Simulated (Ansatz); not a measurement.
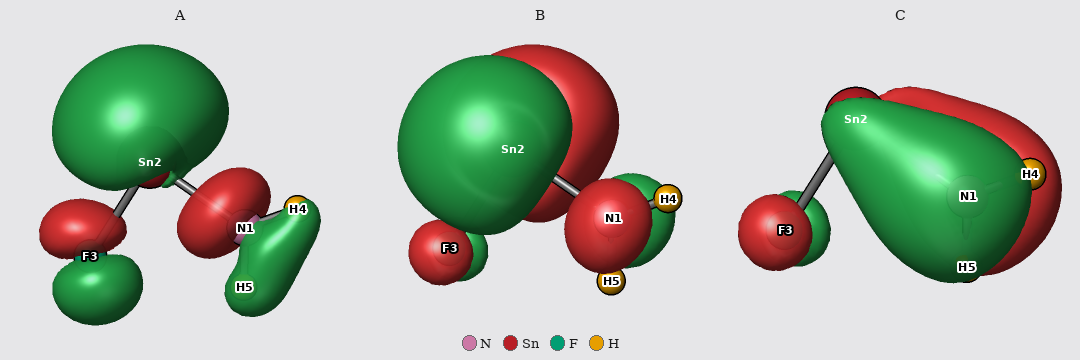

Figure. FH2NSn. Three frontier orbitals at ±0.1 Å⁻³ᐟ² (green and red are the two phases), in no order.

Core potentials replace the inner electrons of Sn.

The calculation used RKS PBE-D4/def2-SVP in Ansatz 0.2.0.

The calculation's input:

```
crystal:
  periodic: [false, false, false]
  atoms:
    - { symbol: "N", position_ang: [-0.6878, 0.5717, -0.3355] }
    - { symbol: Sn, position_ang: [0.0037, -0.3588, 1.3093] }
    - { symbol: F, position_ang: [1.5476, -1.3777, 0.793] }
    - { symbol: H, position_ang: [0.1143, 1.2162, -0.7265] }
    - { symbol: H, position_ang: [-0.9279, -0.125, -1.0818] }
basis:
  gaussian: { orbitals: def2-SVP }
hamiltonian:
  xc: pbe
  dispersion: d4
relax:
  f_tol: 0.02
  max_steps: 40
scf:
  lower_state_search: "off"
output:
  orbitals: {}
```

Launched as:

```sh
ansatz run input.yaml --threads 1 --pin off --max-ram 2048MiB --backend cpu --events-out ev --progress --plain --runs-dir out
```

The fields are those of the relaxed geometry.

Q: Which picture is the HOMO−1, the HOMO and the LUMO?

A: A is the HOMO−1 (−6.37 eV). It lies mainly on Sn2 (about 55 %), F3 (about 25 %) and N1 (about 15 %); it is symmetric in the molecular plane (an in-plane orbital: σ, lone-pair or in-plane π type). C is the HOMO (−5.88 eV). Its weight (Hirshfeld) is mainly on N1 (about 70 %) and Sn2 (about 15 %); it changes sign across the molecular plane (π type). B is the LUMO (−2.39 eV). By Hirshfeld shares it lies mainly on Sn2 (about 80 %) and N1 (about 15 %); it changes sign across the molecular plane (π type).

Q: What is the HOMO–LUMO gap?

A: 3.49 eV between the orbital energies.
